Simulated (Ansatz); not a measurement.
# MoS2: from the start to rest, part 2 of 2

Aim: in MoS2, a structure type of another compound, with these elements put in, relax cell and atoms, then read levels, charges and fields where it ends.

Ansatz 0.2.0; DFT, r2SCAN, no spin polarisation, plane waves, PAW. Relaxing cell and atoms. Earlier steps stand in the parts before.

### 3 The log goes on: semilocal partner

The log, continued:

```text
preconditioner: auto → none  [insulator: Δε(μ)=1.214 eV  Ē_g=8.507 eV  σ=0.051 eV  W_gap=1.00  n_scr=16 (ndim 8)  ℏωp=21.0 eV  f_vac=0.033  D(μ)=0.00/eV (n_scr^D=0)  ε∞_Penn≈7.1]
SCF iter   2: F=-6782.157161 eV  HF=-6782.157810 eV  |F-HF|=6.49e-4  |Δ(HF+E_count)|=   1.61e-2  Δρ=1.32e-3  dr2=1.09e-3  dr2_τ=1.36e-4  ethr=7.92e-6  ⟨swp⟩=2.0  Hψ=2470  notcnv=0
SCF iter   3: F=-6782.156471 eV  HF=-6782.158040 eV  |F-HF|=1.57e-3  |Δ(HF+E_count)|=   2.31e-4  Δρ=1.20e-3  dr2=1.94e-3  dr2_τ=9.92e-5  ethr=4.18e-6  ⟨swp⟩=2.0  Hψ=1821  notcnv=0
SCF iter   4: F=-6782.157798 eV  HF=-6782.157833 eV  |F-HF|=3.49e-5  |Δ(HF+E_count)|=   2.07e-4  Δρ=4.13e-4  dr2=8.47e-5  dr2_τ=8.47e-6  ethr=4.18e-6  ⟨swp⟩=2.0  Hψ=1715  notcnv=0
SCF iter   5: F=-6782.157841 eV  HF=-6782.157849 eV  |F-HF|=8.26e-6  |Δ(HF+E_count)|=   1.59e-5  Δρ=1.23e-4  dr2=1.38e-5  dr2_τ=7.45e-7  ethr=3.26e-7  ⟨swp⟩=2.2  Hψ=1559  notcnv=0
SCF iter   6: F=-6782.157849 eV  HF=-6782.157849 eV  |F-HF|=3.00e-7  |Δ(HF+E_count)|=   3.37e-7  Δρ=6.23e-5  dr2=1.13e-6  dr2_τ=1.14e-7  ethr=5.30e-8  ⟨swp⟩=2.4  Hψ=1579  notcnv=0
SCF iter   7: F=-6782.157849 eV  HF=-6782.157849 eV  |F-HF|=5.41e-8  |Δ(HF+E_count)|=   6.34e-7  Δρ=1.66e-5  dr2=1.05e-7  dr2_τ=1.84e-8  ethr=1.15e-9  ⟨swp⟩=11.1  Hψ=8893  notcnv=0
SCF 4 converged in 7 iterations: F = -6782.157849 eV  dr2 = 1.05e-7
relax step   4: F+E_penalty+E_count = -6782.15784927 eV  Δ(F+E_penalty+E_count) = -3.811e-3 eV  max|allowed force component| = 3.391e-2 eV/Å  Δτ_max = 0.0260 Å  P = +0.175 GPa  Ω = 56.100 Å³  energy of the carried Pulay correction = -9.112e-4 eV  (7 SCF iters, dr2 threshold 3.00e-7 eV, accepted)
Crystal: 3 atoms, lattice volume = 56.800 Å³
Basis set: ecut = 500 eV, 1427 PW (Γ), exchange–correlation on 96×96×192 points (64 copies of the dense FFT grid, shifted against one another)
iter 1 solved again at ethr=3.47e-6 eV; its pass at ethr=3.10e-3 eV (dr2=9.02e-4 eV) is discarded
SCF iter   1: F=-6782.157766 eV  HF=-6782.149758 eV  |F-HF|=8.01e-3  |Δ(HF+E_count)|=         —  Δρ=1.43e-3  dr2=9.90e-4  dr2_τ=6.30e-3  ethr=3.47e-6  ⟨swp⟩=2.0  Hψ=8353  notcnv=0
preconditioner: auto → none  [insulator: Δε(μ)=1.316 eV  Ē_g=8.488 eV  σ=0.051 eV  W_gap=1.00  n_scr=16 (ndim 8)  ℏωp=20.9 eV  f_vac=0.042  D(μ)=0.00/eV (n_scr^D=0)  ε∞_Penn≈7.1]
SCF iter   2: F=-6782.158366 eV  HF=-6782.158505 eV  |F-HF|=1.39e-4  |Δ(HF+E_count)|=   8.75e-3  Δρ=8.55e-4  dr2=3.55e-4  dr2_τ=4.89e-5  ethr=3.47e-6  ⟨swp⟩=2.0  Hψ=2421  notcnv=0
SCF iter   3: F=-6782.158010 eV  HF=-6782.158629 eV  |F-HF|=6.19e-4  |Δ(HF+E_count)|=   1.24e-4  Δρ=7.45e-4  dr2=7.64e-4  dr2_τ=3.93e-5  ethr=1.36e-6  ⟨swp⟩=2.6  Hψ=2191  notcnv=0
SCF iter   4: F=-6782.158514 eV  HF=-6782.158554 eV  |F-HF|=4.01e-5  |Δ(HF+E_count)|=   7.50e-5  Δρ=3.02e-4  dr2=6.45e-5  dr2_τ=5.65e-6  ethr=1.36e-6  ⟨swp⟩=2.1  Hψ=1790  notcnv=0
SCF iter   5: F=-6782.158557 eV  HF=-6782.158558 eV  |F-HF|=4.60e-7  |Δ(HF+E_count)|=   3.55e-6  Δρ=8.08e-5  dr2=3.15e-6  dr2_τ=2.15e-7  ethr=2.48e-7  ⟨swp⟩=2.7  Hψ=1491  notcnv=0
SCF iter   6: F=-6782.158559 eV  HF=-6782.158559 eV  |F-HF|=1.73e-7  |Δ(HF+E_count)|=   9.53e-7  Δρ=3.59e-5  dr2=6.60e-7  dr2_τ=5.41e-8  ethr=1.21e-8  ⟨swp⟩=2.6  Hψ=1772  notcnv=0
SCF iter   7: F=-6782.158559 eV  HF=-6782.158559 eV  |F-HF|=4.67e-9  |Δ(HF+E_count)|=   1.59e-7  Δρ=1.10e-5  dr2=2.84e-8  dr2_τ=6.52e-9  ethr=1.15e-9  ⟨swp⟩=10.6  Hψ=8324  notcnv=0
SCF 5 converged in 7 iterations: F = -6782.158559 eV  dr2 = 2.84e-8
relax step   5: F+E_penalty+E_count = -6782.15855894 eV  Δ(F+E_penalty+E_count) = -7.097e-4 eV  max|allowed force component| = 9.092e-2 eV/Å  Δτ_max = 0.0141 Å  P = -0.370 GPa  Ω = 56.800 Å³  energy of the carried Pulay correction = -1.070e-3 eV  (7 SCF iters, dr2 threshold 3.00e-7 eV, accepted)
Crystal: 3 atoms, lattice volume = 57.023 Å³
iter 1 solved again at ethr=1.35e-6 eV; its pass at ethr=3.10e-3 eV (dr2=3.50e-4 eV) is discarded
SCF iter   1: F=-6782.158819 eV  HF=-6782.157908 eV  |F-HF|=9.11e-4  |Δ(HF+E_count)|=         —  Δρ=8.12e-4  dr2=3.21e-4  dr2_τ=1.06e-3  ethr=1.35e-6  ⟨swp⟩=2.6  Hψ=7411  notcnv=0
preconditioner: auto → none  [insulator: Δε(μ)=1.323 eV  Ē_g=8.511 eV  σ=0.051 eV  W_gap=1.00  n_scr=16 (ndim 8)  ℏωp=20.9 eV  f_vac=0.047  D(μ)=0.00/eV (n_scr^D=0)  ε∞_Penn≈7.0]
SCF iter   2: F=-6782.158904 eV  HF=-6782.158997 eV  |F-HF|=9.35e-5  |Δ(HF+E_count)|=   1.09e-3  Δρ=4.65e-4  dr2=1.45e-4  dr2_τ=1.86e-5  ethr=1.24e-6  ⟨swp⟩=2.0  Hψ=2152  notcnv=0
SCF iter   3: F=-6782.158809 eV  HF=-6782.159027 eV  |F-HF|=2.18e-4  |Δ(HF+E_count)|=   3.01e-5  Δρ=4.35e-4  dr2=2.65e-4  dr2_τ=1.43e-5  ethr=5.57e-7  ⟨swp⟩=2.1  Hψ=1600  notcnv=0
SCF iter   4: F=-6782.158995 eV  HF=-6782.158997 eV  |F-HF|=1.91e-6  |Δ(HF+E_count)|=   3.05e-5  Δρ=1.45e-4  dr2=8.37e-6  dr2_τ=7.42e-7  ethr=5.57e-7  ⟨swp⟩=2.0  Hψ=1455  notcnv=0
SCF iter   5: F=-6782.158999 eV  HF=-6782.158999 eV  |F-HF|=7.22e-8  |Δ(HF+E_count)|=   1.98e-6  Δρ=3.04e-5  dr2=3.06e-7  dr2_τ=2.41e-8  ethr=3.22e-8  ⟨swp⟩=2.2  Hψ=1607  notcnv=0
SCF iter   6: F=-6782.158999 eV  HF=-6782.158999 eV  |F-HF|=4.85e-7  |Δ(HF+E_count)|=   2.64e-7  Δρ=1.64e-5  dr2=5.47e-7  dr2_τ=1.79e-8  ethr=1.15e-9  ⟨swp⟩=11.0  Hψ=8764  notcnv=0
SCF iter   7: F=-6782.158999 eV  HF=-6782.158999 eV  |F-HF|=8.41e-10  |Δ(HF+E_count)|=   9.26e-8  Δρ=2.88e-6  dr2=2.15e-9  dr2_τ=1.30e-9  ethr=1.15e-9  ⟨swp⟩=7.2  Hψ=7516  notcnv=0
SCF 6 converged in 7 iterations: F = -6782.158999 eV  dr2 = 2.15e-9
relax step   6: F+E_penalty+E_count = -6782.15899898 eV  Δ(F+E_penalty+E_count) = -4.400e-4 eV  max|allowed force component| = 1.471e-3 eV/Å  Δτ_max = 0.0100 Å  P = +0.019 GPa  Ω = 57.023 Å³  energy of the carried Pulay correction = -1.120e-3 eV  (7 SCF iters, dr2 threshold 3.00e-7 eV, accepted)
Basis set: ecut = 500 eV, 1427 PW (Γ), exchange–correlation on 96×96×200 points (64 copies of the dense FFT grid, shifted against one another)
Initial wavefunctions: pseudopotential atomic-orbital guess (no wavefunctions were taken with the density)
iter 1 solved again at ethr=3.11e-7 eV; its pass at ethr=3.10e-3 eV (dr2=8.08e-5 eV) is discarded
SCF iter   1: F=-6782.160162 eV  HF=-6782.159981 eV  |F-HF|=1.81e-4  |Δ(HF+E_count)|=         —  Δρ=2.63e-4  dr2=2.32e-6  dr2_τ=1.80e-5  ethr=3.11e-7  ⟨swp⟩=3.7  Hψ=10249  notcnv=0
preconditioner: auto → none  [insulator: Δε(μ)=1.327 eV  Ē_g=8.516 eV  σ=0.051 eV  W_gap=1.00  n_scr=16 (ndim 8)  ℏωp=20.9 eV  f_vac=0.045  D(μ)=0.00/eV (n_scr^D=0)  ε∞_Penn≈7.0]
SCF iter   2: F=-6782.160161 eV  HF=-6782.160131 eV  |F-HF|=3.02e-5  |Δ(HF+E_count)|=   1.50e-4  Δρ=1.30e-4  dr2=5.42e-7  dr2_τ=3.29e-6  ethr=8.92e-9  ⟨swp⟩=2.3  Hψ=1861  notcnv=0
SCF iter   3: F=-6782.160161 eV  HF=-6782.160161 eV  |F-HF|=6.79e-8  |Δ(HF+E_count)|=   3.03e-5  Δρ=1.02e-5  dr2=1.48e-7  dr2_τ=1.19e-8  ethr=2.09e-9  ⟨swp⟩=2.0  Hψ=1857  notcnv=0
SCF iter   4: F=-6782.160161 eV  HF=-6782.160161 eV  |F-HF|=7.96e-8  |Δ(HF+E_count)|=   3.43e-8  Δρ=9.37e-6  dr2=1.13e-7  dr2_τ=8.97e-9  ethr=5.71e-10  ⟨swp⟩=2.0  Hψ=1551  notcnv=0
SCF iter   5: F=-6782.160161 eV  HF=-6782.160161 eV  |F-HF|=6.61e-9  |Δ(HF+E_count)|=   4.29e-9  Δρ=3.61e-6  dr2=1.31e-8  dr2_τ=1.02e-9  ethr=4.36e-10  ⟨swp⟩=1.0  Hψ=1106  notcnv=0
SCF iter   6: F=-6782.160161 eV  HF=-6782.160161 eV  |F-HF|=1.44e-9  |Δ(HF+E_count)|=   3.18e-9  Δρ=1.38e-6  dr2=1.99e-9  dr2_τ=1.26e-10  ethr=5.04e-11  ⟨swp⟩=2.6  Hψ=1420  notcnv=0
SCF iter   7: F=-6782.160161 eV  HF=-6782.160161 eV  |F-HF|=1.65e-10  |Δ(HF+E_count)|=  1.63e-10  Δρ=5.55e-7  dr2=4.67e-11  dr2_τ=3.19e-11  ethr=7.64e-12  ⟨swp⟩=2.3  Hψ=1462  notcnv=0
SCF iter   8: F=-6782.160161 eV  HF=-6782.160161 eV  |F-HF|=1.27e-11  |Δ(HF+E_count)|=  1.68e-10  Δρ=1.06e-7  dr2=2.15e-12  dr2_τ=1.17e-12  ethr=1.00e-12  ⟨swp⟩=6.8  Hψ=5581  notcnv=0
SCF 7 converged in 8 iterations: F = -6782.160161 eV  dr2 = 2.15e-12
relax step   7: F+E_penalty+E_count = -6782.16016128 eV  Δ(F+E_penalty+E_count) = -1.162e-3 eV  max|allowed force component| = 1.451e-3 eV/Å  Δτ_max = 0.0000 Å  P = +0.022 GPa  Ω = 57.023 Å³  stress off target by 3.31e-2 GPa  SCF on the basis re-selected at this cell (its energy is not comparable with the rows above)  (8 SCF iters)
basis re-selected at this cell: Δ(F+E_penalty+E_count) = -1.162e-3 eV, ΔP = +0.003 GPa vs the last step (what re-selecting the basis moved, of the pressure what is left beyond the Pulay correction that the steps carried, after the strain that the cell walked since its last selection, with what the two solves' SCF thresholds leave and, on support functions, any second-order correction that the steps lacked; it is no measure of the basis error at this ecutwfc). The dense FFT grid was sized anew with the basis: this SCF ran on 24×24×50 points, the steps before it on 24×24×48, so part of this shift can come from that change (see relax.cell in the input reference). This SCF's stress stands 3.31e-2 GPa from its target on what of the cell is left free (relax.cell.stress_tol is 5.00e-2 GPa) and its largest allowed force component is 1.45e-3 eV/Å (relax.f_tol is 1.00e-2 eV/Å): within both
SCF converged after 8 iterations
Free energy (F): -6782.160161 eV
Harris-Foulkes:  -6782.160161 eV  (|F-HF|=1.27e-11)
Internal energy: -6782.160161 eV  (E = F + TS)
E sigma→0 (E₀):  -6782.160161 eV
Entropy (-TS):   -0.000000 eV (-0.000 meV/atom)
Fermi energy:    10.257194 eV
--- Per-component energies (eV) ---
  E_band       = -201.005320
  E_kinetic    = 654.199670
  E_local      = -2208.843868  (includes V_loc(G=0)·N_el)
  E_nonlocal   = 198.409174
  E_hartree    = 864.633393
  E_xc         = -362.390378
  E_vxc        = -445.711163  (∫ρ·V_xc dr)
  E_paw        = -4435.804620  (= ΣΔE_a)
  E_vpaw       = -154.107583  (= ΣTr[D̂ρ^β])
  E_aug_tail   = 0.000010  (compensation charges beyond the density's cutoff)
  E_vtau       = 25.781610  (kinetic-family band-sum trace: ∫τ·v_τ [+ j·A + Jᵃ·Aᵃ] dr)
  E_ewald      = -1491.922805
  E_core_change = -0.440737  (= ΣΔE_core)
  E_smearing   = -0.000000  (= −TS)
  E_closure    = 0.000000  (closes the sum)
  Σ components = -6782.160161   (vs F -6782.160161, Δ=0.00e0)
--- Forces (eV/Å), atoms counted from 1 ---
  atom   1  Mo     0.00000000    -0.00000000    -0.00108054
  atom   2  S      0.00000000    -0.00000000    -0.00036988
  atom   3  S     -0.00000000     0.00000000     0.00145072
  max |Σ_I F_I| component: 2.89e-7 eV/Å
--- Stress (GPa, compression-positive) ---
        0.016451       0.000000      -0.000000
        0.000000       0.016451       0.000000
       -0.000000       0.000000       0.033062
  P = ⅓ Tr σ = 0.0220 GPa (0.220 kbar)
--- Band table (eV; the first three rows and the last of 65) ---
  k-point 0: bands = ["-53.7284", "-27.1237", "-26.9159", "-26.9159", "-5.7547", "-4.1691", "2.9086", "6.2953", "6.2953", "7.4371", "7.4371", "8.1437", "8.7792", "12.0138", "12.0138", "12.3326", "12.3326"]
  k-point 1: bands = ["-53.7284", "-27.1237", "-26.9159", "-26.9159", "-5.7375", "-4.2006", "2.9903", "6.2942", "6.2942", "7.4392", "7.4392", "7.7702", "9.0614", "12.0199", "12.0199", "12.3236", "12.3236"]
  k-point 2: bands = ["-53.7284", "-27.1238", "-26.9159", "-26.9159", "-5.6933", "-4.2789", "3.2047", "6.2916", "6.2916", "7.1910", "7.4442", "7.4442", "9.4022", "12.0356", "12.0356", "12.3009", "12.3009"]
  k-point 64: bands = ["-53.6833", "-27.2428", "-27.1273", "-27.0331", "-3.5468", "-3.4093", "3.5636", "3.9072", "4.9179", "5.8044", "6.0411", "6.9825", "8.9180", "11.0127", "12.3840", "12.6640", "14.1918"]
--- Relaxed structure (6 steps of the walk, 5 accepted, 1 SCFs on fresh bases) ---
  F+E_penalty+E_count = -6782.16016128 eV   max|allowed force component| = 1.451e-3 eV/Å   (the final SCF, on the basis selected at the relaxed cell)
  cell:  # Å, volume = 57.0228 Å³
    - [3.1850781977713667, 2.929540720374809e-7, 8.666330510381051e-8]
    - [-1.5925393525913314, 2.7583584858328227, -7.938585656519723e-7]
    - [-7.464001700248886e-9, -1.838903988862287, 6.490496065584165]
  atoms:
    - { symbol: Mo, position: [0.0006736558884020377, 0.0013473117768040754, 0.0020209676652061122] }
    - { symbol: S, position: [0.25429729773334275, 0.5085945954666856, 0.762891893200028] }
    - { symbol: S, position: [0.41372904637825514, 0.8274580927565103, 0.24118713913476555] }
--- Löwdin populations: 3 sites ---
  site symbol       q [e]
     0     Mo     13.6325
     1      S      6.0821
     2      S      6.0838
  spilling = 0.007756 (of n_electrons = 26.000000)
--- Bader charges: 3 sites ---
  site symbol  charge [e]  shift [e]
     0     Mo      1.3194     0.0017
     1      S     -0.6592     0.0008
     2      S     -0.6602     0.0008
  estimated error of the sums over rays = 7.6e-4 e
```

Wall time 2.2 min (2 threads of an Arm CPU, shared host); peak memory 0.54 GiB.

Relaxation path:

```
step  energy from step 1 (eV/cell)  largest force component (eV/Å)  pressure (GPa)  volume (Å³)
   1                        0.0000                          0.5922            4.99        52.25
  2x                        0.0208                          0.7120           -0.94        59.01
   3                       -0.0445                          0.1033            0.15        55.24
   4                       -0.0483                          0.0339            0.18        56.10
   5                       -0.0490                          0.0909           -0.37        56.80
   6                       -0.0494                          0.0015            0.02        57.02
   7                       -0.0506                          0.0015            0.02        57.02
```

Step 1 is the start. Step 7 repeats the geometry before on a plane-wave basis chosen anew for that cell, so the energy can jump there without any move; the table keeps such jumps. 1 step was tried and not accepted (marked x).

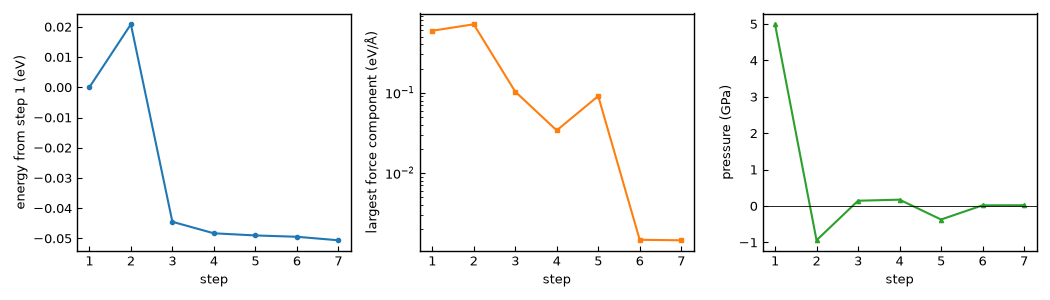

How energy and force, and the pressure, went from step to step.

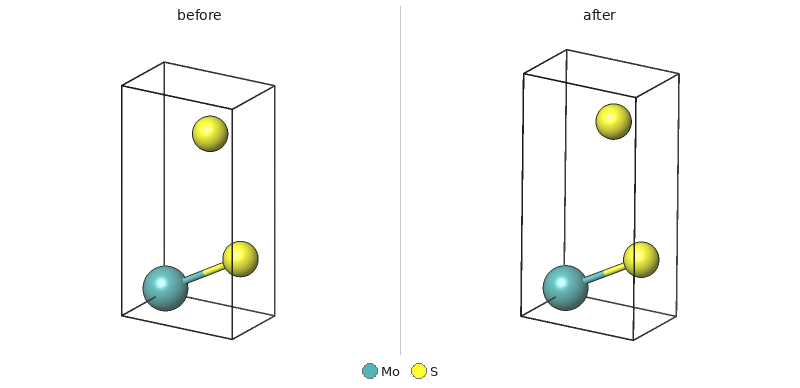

The structure before (left) and after (right), drawn at the same scale. Each atom of the cell is drawn once.

| input's cell | before | after | change |
| --- | --- | --- | --- |
| a (Å) | 3.139 | 3.185 | +1.5 % |
| b (Å) | 3.139 | 3.185 | +1.5 % |
| c (Å) | 6.388 | 6.746 | +5.6 % |
| α (°) | 104.22 | 103.65 | -0.57° |
| volume (Å³/atom) | 17.42 | 19.01 | +9.1 % |

The atom that moved most is S3, by 0.10 Å, apart from the change of the cell.

### 4 Total and projected density of states

Counts of states in windows (eV from the Fermi level; tetrahedra), total and projected:

```
from    to  total  Mo d   S p
-5.0  -4.5   1.08  0.32  0.67
-4.5  -4.0   1.60  0.57  0.97
-4.0  -3.5   0.81  0.32  0.46
-3.5  -3.0   1.73  0.49  1.16
-3.0  -2.5   1.14  0.15  0.93
-2.5  -2.0   0.70  0.11  0.55
-2.0  -1.5   1.55  1.02  0.46
-1.5  -1.0   0.39  0.26  0.11
-1.0  -0.5   0.05  0.03  0.02
-0.5   0.0   0.00  0.00  0.00
 0.0   0.5   0.00  0.00  0.00
 0.5   1.0   0.40  0.27  0.11
 1.0   1.5   1.90  1.24  0.57
```

On the mesh the valence top lies at -0.57 eV and the conduction bottom at 0.76 eV on this scale. The bands computed are complete only to about 2.0 eV above the Fermi level.

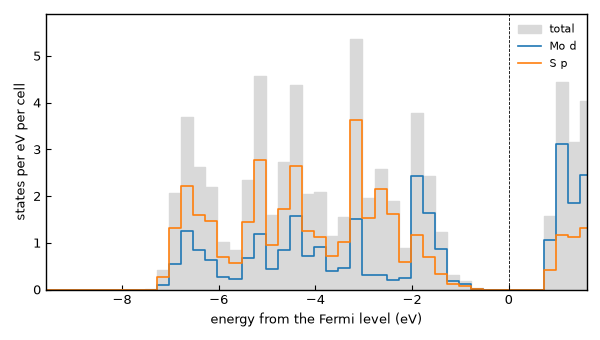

Total and projected density of states, in bins of 0.25 eV.

### 5 Atomic charges

By element, from the tables in the log (a charge is positive for electrons lost): Löwdin charges also hold the electrons that the projection spills.

```
element  atoms  Bader charge (e)  Bader volume (Å³)  Löwdin charge (e)
     Mo      1             +1.32               12.4              +0.37
      S      2             -0.66               22.3              -0.08
```

Löwdin charges rest on a small set of atomic orbitals that misses 0.8 % of the electrons, so they need not add up to the cell's charge and can differ from Bader's even in sign.

### 6 Maps of the fields

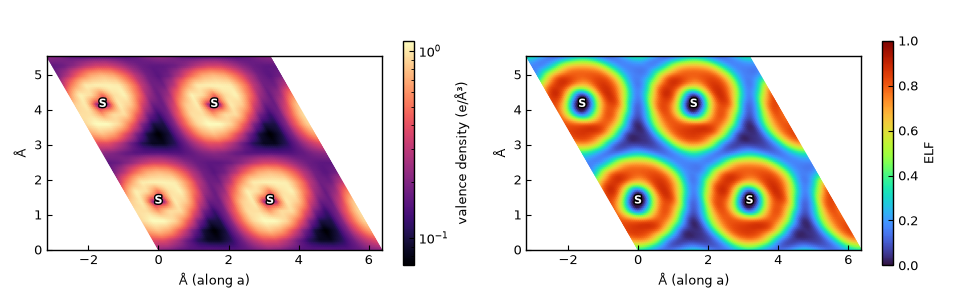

Valence density (left, log scale) and ELF (right) in the plane spanned by a and b at height 0.763 along c (axes of the input's cell); atoms within 0.2 Å are lettered, 2×2 cells. Near the nuclei they are pseudo-fields.

At the density minimum on some short contacts:

```
contact  length (Å)  minimum at (fraction)  density (e/Å³)   ELF
 Mo1–S2       2.406                   0.50           0.615  0.47
```

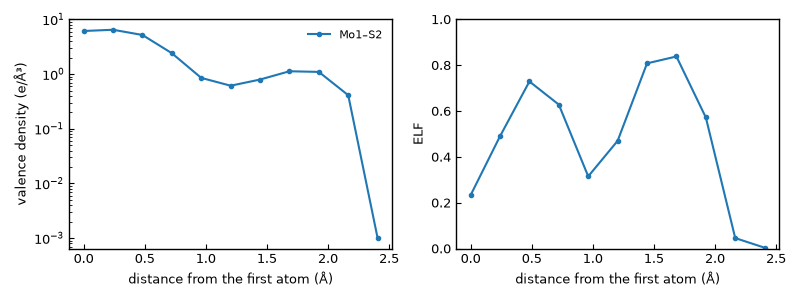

Smooth valence density and ELF along the contacts, at tenths of each length.

### 7 What came out

This closing draws on all 2 parts.

| quantity | value |
| --- | --- |
| moves | 4 |
| energy gained | 16.5 meV/atom |
| largest move | 0.10 Å (S) |
| space group (0.01 Å), before / after | R3m / R3m |
| cell | a = 3.185 Å, b = 3.185 Å, c = 6.746 Å, α = 103.65°, β = 90.00°, γ = 120.00° |
| volume | 19.01 Å³/atom (+9.1 %) |
| pressure at the end | 0.02 GPa |
| formation energy (elements from separate runs) | -0.98 eV/atom |
| gap (mesh) | 1.33 eV, indirect |
| least direct gap | 2.08 eV |
| Bader charges | Mo +1.32, S -0.66 e |

**Reading.** The volume grew by 9.1 %, and the largest move of an atom is 0.10 Å apart from the change of the cell; the energy fell by 16.5 meV per atom. With 6 symmetry operations imposed, the end may be a saddle point towards distortions that break them. By a distance rule the end structure falls into sheets, and the functional has no dispersion term: where only weak forces hold such sheets, the spacing at the end is too wide to trust. There is a gap of 1.33 eV, with the least direct gap at 2.08 eV; within 0.7 eV of the edges the states project mainly on Mo d (59 %) and S p (36 %) below and Mo d (66 %) and S p (30 %) above. A semilocal functional usually gives too small a gap. By Bader's partition Mo gives up most (+1.32 e) and S takes most (-0.66 e). Set against separate runs on the elements (Mo bcc, alpha-S8 (Fddd)), it forms at -0.98 eV per atom, which says nothing yet of rival compounds.
